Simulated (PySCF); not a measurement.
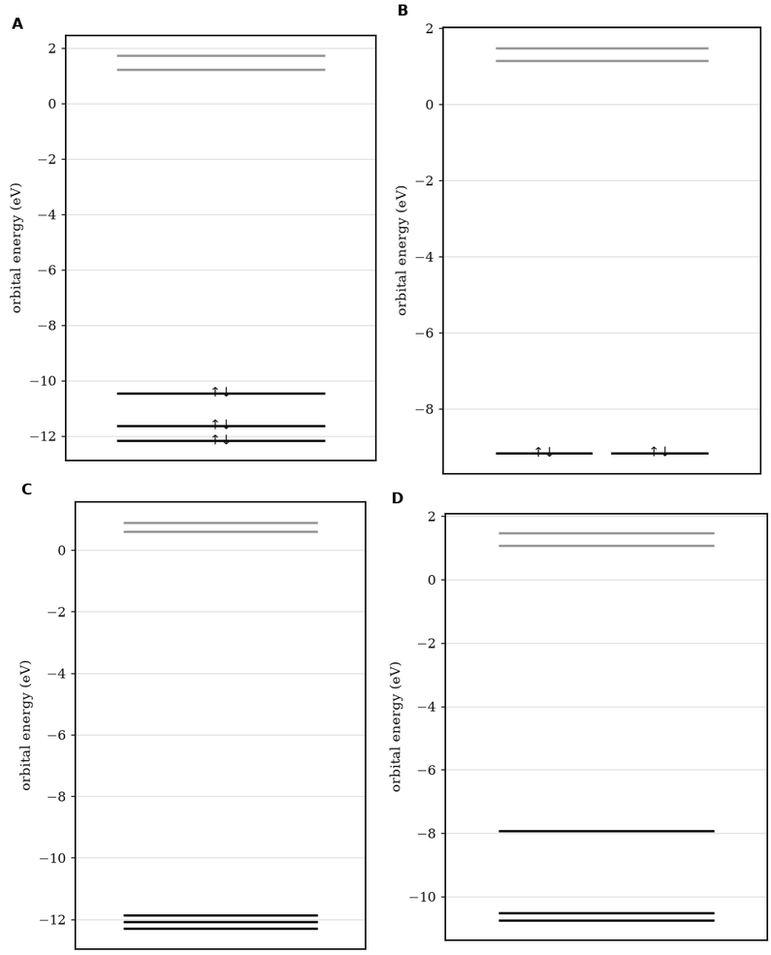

Kohn-Sham orbital energies near the frontier, CAM-B3LYP/def2-SVPD, PySCF 2.14.0, at a GFN2-xTB geometry (no frequency check), isolated molecule; empty levels in grey, levels within 0.03 eV side by side.

Question: Pair each panel with its molecule.
1. C₄H₉OP, SMILES C[C@H]1C[P@@H](=O)C1
2. C₄H₅F₂N, SMILES CCC(F)(F)C#N
3. C₃H₆F₂O, SMILES CCOC(F)F
4. C₃H₁₁GeN, SMILES CCC[NH][GeH3], singlet

Answer: A: 3 (HOMO −10.46 eV, LUMO 1.22 eV)
B: 1 (HOMO −9.16 eV, LUMO 1.14 eV)
C: 2 (HOMO −11.87 eV, LUMO 0.61 eV)
D: 4 (HOMO −7.93 eV, LUMO 1.07 eV)

Caveats, for all or some of the runs: empty levels above zero depend strongly on the basis; one conformer of a flexible molecule; the tight-binding geometry is rougher than a DFT one and adds to the error.
